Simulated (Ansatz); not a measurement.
IF (SMILES FI)

Input

```
crystal:
  periodic: [false, false, false]
  atoms:
    - {symbol: F, position_ang: [0.000000, -0.000000, 0.002677]}
    - {symbol: I, position_ang: [-0.000000, 0.000000, 1.907082]}
basis:
  gaussian: {orbitals: def2-TZVPP}
hamiltonian: {xc: pbe0, dispersion: d4}
output: {orbitals: {seedname: orbitals}}
```

Launched as:

```sh
ansatz run in.yaml --threads 2 --pin off --events-out ev --progress --plain --max-ram 32768MiB --backend cpu
```

Geometry: PBE0-D4/def2-TZVP; core potentials replace the inner electrons of I.

Level of theory: RKS PBE0-D4/def2-TZVPP in Ansatz.

> What can the converged electron density and electron localisation function tell about the bonding?

I–F (1.90 Å): the density is about 0.96 e/Å³ at the midpoint; the ELF peaks at about 0.80 in the valence shell of F, 0.6 Å from its nucleus, and is about 0.30 at the midpoint.

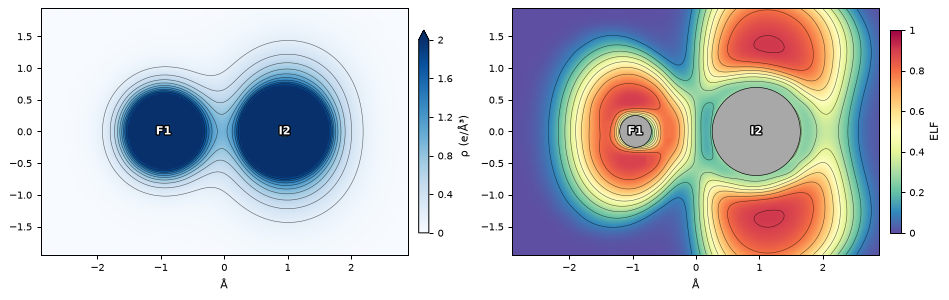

Computed electron density and electron localisation function on a plane that holds the molecular axis, in this order. Grey discs cover the atomic cores in the ELF map. 
